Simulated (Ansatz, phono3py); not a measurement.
## Scattering channels in BN (F-43m), one at a time

Wanted: the sensitivity of κ of BN to the choices of the transport step. The starting cell is a computed one from a database.

Calculated with Ansatz 0.2.0 and phono3py 4.10.0; DFT r2SCAN, scalar-relativistic, plane waves, PAW; PAW set soft_1.

## Step 1: The structure

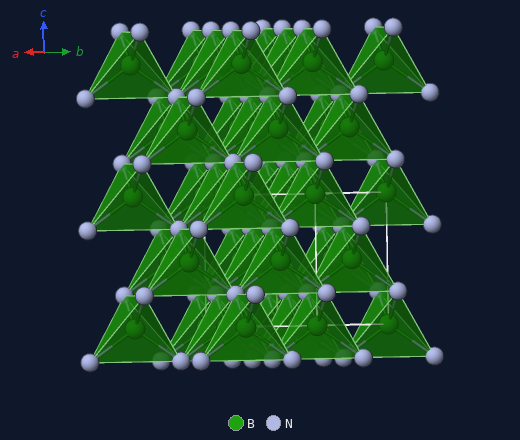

The starting structure, seen slightly off an axis (boron green, nitrogen light blue). 2×1×2 cells are drawn. This picture shows the conventional cell, with its axes. Some periodic images of atoms are drawn too.

## Step 2: The earlier run that gave the force constants

input.yaml reads:

```yaml
crystal:
  lattice:
    - [0.0, 1.8044320083, 1.8044320083]
    - [1.8044320083, 0.0, 1.8044320083]
    - [1.8044320083, 1.8044320083, 0.0]
  atoms:
    - { symbol: B, position: [0.0, 0.0, 0.0] }
    - { symbol: "N", position: [0.75, 0.75, 0.75] }
kpoints:
  mp_grid: { grid: [12, 12, 12] }
hamiltonian:
  xc: r2scan
  pseudopotentials: { kind: paw, azcp: { folder: soft_1 } }
scf:
  occupations: { method: fixed }
  lower_state_search: "off"
output:
  eigenvalues: true
phonons:
  method: fd
  dielectric: true
  supercell: [4, 4, 4]
  temperatures: { t_max: 1000, t_step: 50 }
  qpath:
    path:
      - [[0.0, 0.0, 0.0], [0.5, 0.0, 0.5], [0.5, 0.25, 0.75], [0.375, 0.375, 0.75], [0.0, 0.0, 0.0], [0.5, 0.5, 0.5], [0.625, 0.25, 0.625], [0.5, 0.25, 0.75], [0.5, 0.5, 0.5], [0.375, 0.375, 0.75]]
      - [[0.625, 0.25, 0.625], [0.5, 0.0, 0.5]]
    npoints: 10
  third_order: { supercell: [4, 4, 4], pair_cutoff: 4.083 }
  lattice_thermal_conductivity:
    qmesh: [29, 29, 29]
    temperatures: [100.0, 150.0, 200.0, 300.0, 400.0, 500.0, 600.0, 800.0]
    isotope_mass_variance:
      - { species: B, variance: 0.001354 }
      - { species: "N", variance: 1.838e-05 }
    solution: relaxation_time
```

On the command line:

```console
> ansatz run input.yaml --threads 18 --pin off --max-ram 92160MiB --backend cuda --events-out ev --progress --plain --runs-dir out --max-vram 78GiB
```

The job ended after 6.5 min (1 × NVIDIA GB200 with 18 threads of Arm Neoverse V2, shared host; peak memory 3.1 GiB).

This step gave:

```yaml
highest_frequency: 1299 cm⁻¹
kappa_at_300_k_relaxation_time: 703.4 W/m/K
dipole_term: run
third_order_blocks: 2102
```

## Step 3: Relaxation-time solution

The base run: each mode relaxes on its own with natural isotopes, and rates are split into normal and umklapp parts.

This step: DFT r2SCAN, scalar-relativistic, plane waves, PAW; PAW set soft_1; phono3py on Ansatz's force constants (phono3py 4.10.0).

phono3py.yaml reads:

```yaml
phono3py:
  version: "4.10.0"
  frequency_unit_conversion_factor: 15.633302
  symmetry_tolerance: 1.00000e-05

physical_unit:
  atomic_mass: "AMU"
  length: "angstrom"

space_group:
  type: "F-43m"
  number: 216
  Hall_symbol: "F -4 2 3"

primitive_matrix:
- [  1.000000000000000,  0.000000000000000,  0.000000000000000 ]
- [  0.000000000000000,  1.000000000000000,  0.000000000000000 ]
- [  0.000000000000000,  0.000000000000000,  1.000000000000000 ]

supercell_matrix:
- [   4,   0,   0 ]
- [   0,   4,   0 ]
- [   0,   0,   4 ]

# [primitive_cell block left out]
unit_cell:
  lattice:
  - [     0.000000000000000,     1.804432008300000,     1.804432008300000 ] # a
  - [     1.804432008300000,     0.000000000000000,     1.804432008300000 ] # b
  - [     1.804432008300000,     1.804432008300000,     0.000000000000000 ] # c
  points:
  - symbol: B # 1
    coordinates: [  0.000000000000000,  0.000000000000000,  0.000000000000000 ]
    mass: 10.810000
    reduced_to: 1
  - symbol: N # 2
    coordinates: [  0.750000000000000,  0.750000000000000,  0.750000000000000 ]
    mass: 14.007000
    reduced_to: 2

# [supercell block left out]
phonon_supercell_matrix:
- [   4,   0,   0 ]
- [   0,   4,   0 ]
- [   0,   0,   4 ]

# [phonon_primitive_cell block left out]
# [phonon_supercell block left out]
nac:
  born_effective_charge:
  - # 1 (B)
    - [  1.981445933160644,  0.000000000000000,  0.000000000000000 ]
    - [  0.000000000000000,  1.981445933160644,  0.000000000000000 ]
    - [  0.000000000000000,  0.000000000000000,  1.981445933160644 ]
  - # 2 (N)
    - [ -1.981445933160644,  0.000000000000000,  0.000000000000000 ]
    - [  0.000000000000000, -1.981445933160644,  0.000000000000000 ]
    - [  0.000000000000000,  0.000000000000000, -1.981445933160644 ]
  dielectric_constant:
    - [  4.455512788986641,  0.000000000000000,  0.000000000000000 ]
    - [  0.000000000000000,  4.455512788986641,  0.000000000000000 ]
    - [  0.000000000000000,  0.000000000000000,  4.455512788986642 ]
  unit_conversion_factor: 14.399645
```

On the command line:

```console
> phono3py phono3py.yaml --mesh 29 29 29 --br --isotope --nu --ts 100 150 200 300 400 500 600 800
```

What it wrote:

```text
Rust backend (phonors) using rayon (8 threads).
Running in phono3py.load mode.
Spglib version 2.8.0
----------------------------- General settings -----------------------------
Run mode: conductivity-RTA
HDF5 data compression filter: gzip
Crystal structure was read from "phono3py.yaml".
Supercell (dim): [4 4 4]
Phonon supercell (dim-fc2): [4 4 4]
Primitive matrix:
  [1. 0. 0.]
  [0. 1. 0.]
  [0. 0. 1.]
Spacegroup: F-43m (216)
Use -v option to watch primitive cell, unit cell, and supercell structures.
NAC parameters were read from "phono3py.yaml".
fc3 was read from "fc3.hdf5".
fc2 was read from "fc2.hdf5".
----------------------------- Force constants ------------------------------
Max drift of fc3: 0.00000500 (xzy) 0.00000500 (xzy) 0.00000500 (xyz)
Max drift of fc2: 0.00001500 (xx) 0.00001500 (xx)
--------------------------- Calculation settings ---------------------------
Non-analytical term correction (NAC): True
NAC unit conversion factor:  14.39964
BZ integration: Tetrahedron-method
Temperature:  100.0  150.0  200.0  300.0  400.0 ... 800.0
Cutoff frequency: 0.01
Mesh sampling: [ 29 29 29 ]
Generating grid system ... [ 29 29 29 ]
fc3-r2q-transformation over three atoms: True
========================== Warning ==========================
 Phonon frequency of band index 1 at Gamma is calculated to be 0.012939.
 But this frequency is forced to be zero.
=============================================================
========================== Warning ==========================
 Phonon frequency of band index 2 at Gamma is calculated to be 0.012939.
 But this frequency is forced to be zero.
=============================================================
========================== Warning ==========================
 Phonon frequency of band index 3 at Gamma is calculated to be 0.012939.
 But this frequency is forced to be zero.
=============================================================
--------------------------- Phonon calculations ----------------------------
Use NAC by Gonze et al. (no real space sum in current implementation)
  PRB 50, 13035(R) (1994), PRB 55, 10355 (1997)
  G-cutoff distance: 1.83, Number of G-points: 307, Lambda: 0.40
Running harmonic phonon calculations...
-------------------- Lattice thermal conductivity (RTA) --------------------
Running heat capacity calculations...
Running velocity calculations...
Running isotope scattering calculations with tetrahedron method...
======================= Grid point 0 (1/680) =======================
q-point: ( 0.00  0.00  0.00)
Boundary mean free path (millimeter): 1000.000
Mass variance parameters: 1.35e-03 1.84e-05
Number of triplets: 680
Frequency     group velocity (x, y, z)     |gv|
   0.013   (  -0.000    0.000   -0.000)    0.000
   0.013   (   0.000    0.000    0.000)    0.000
   0.013   (  -0.000    0.000   -0.000)    0.000
[...]
======================= Grid point 1 (2/680) =======================
q-point: ( 0.03  0.00  0.00)
Boundary mean free path (millimeter): 1000.000
Mass variance parameters: 1.35e-03 1.84e-05
Number of triplets: 2255
Frequency     group velocity (x, y, z)     |gv|
[...]
31.228   (   1.473   -1.473   -1.473)    2.551
  38.970   (   1.312   -1.312   -1.312)    2.272
[511 grid points left out]
======================= Grid point 2121 (514/680) =======================
q-point: ( 0.55  0.48  0.07)
Boundary mean free path (millimeter): 1000.000
Mass variance parameters: 1.35e-03 1.84e-05
Number of triplets: 6315
```

It took 22 min on 8 threads; peak memory 0.13 GiB.

The run was cut off at its time limit.

## Step 4: Outcome

| Property | Result |
| --- | --- |
| κ at 300 K | not obtained |

The base run gave no result, so no conductivity is quoted.

[Logs are printed without paths, hosts, clocks, repeated set-up lines and the standing remarks that a program may print on its own settings, such as how far it seeks lower states.]

[Hosts, paths, dates, database ids (printed as entryN), source tags and the programs' standing remarks are cut or masked in the printed files.]

[A step with changed settings may run another functional than the one named; its input shows which.]
